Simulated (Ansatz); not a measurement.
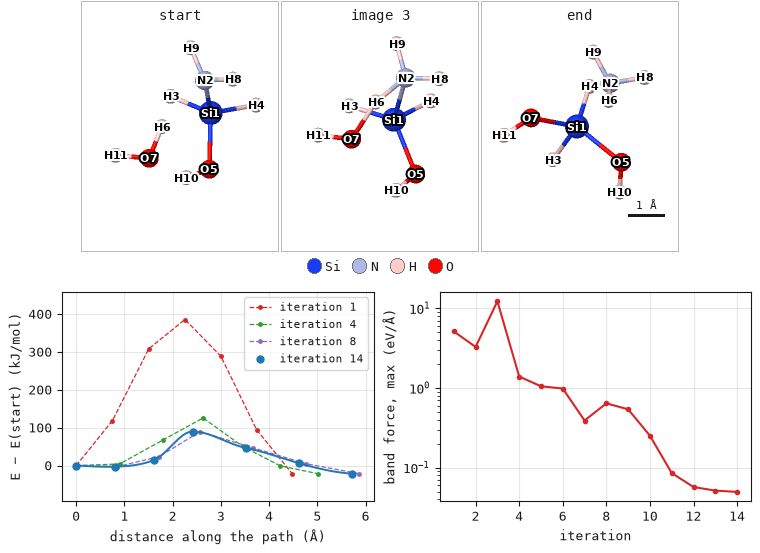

A nudged-elastic-band calculation for SiNH7O2. Images are numbered from 0 (start) to 6 (end). The plot follows the band through its iterations. The picture is a ball-and-stick view, seen from a free direction.

Computed with RKS PBE0-D4/def2-SVP in Ansatz 0.2.0. Run with 5 movable images; climbing image.

Question: Did the band converge, and can the barrier be trusted?

Answer: The run is converged, with reservations. The band converged in 14 iterations. The largest component of the band force went from 5.1 to 0.049 eV/Å. The climbing image converged on the top of the path. Its curvatures weren't checked. The largest force component is 0.48 eV/Å at the start and 0.47 eV/Å at the end; an end with forces this large is no minimum, and the barrier measured from it can be far off. The first iteration put the highest image at 385.5 kJ/mol. The energy climbs by 89.7 kJ/mol to image 3 and then falls by 111.4 kJ/mol, so the end point sits at −21.7 kJ/mol.
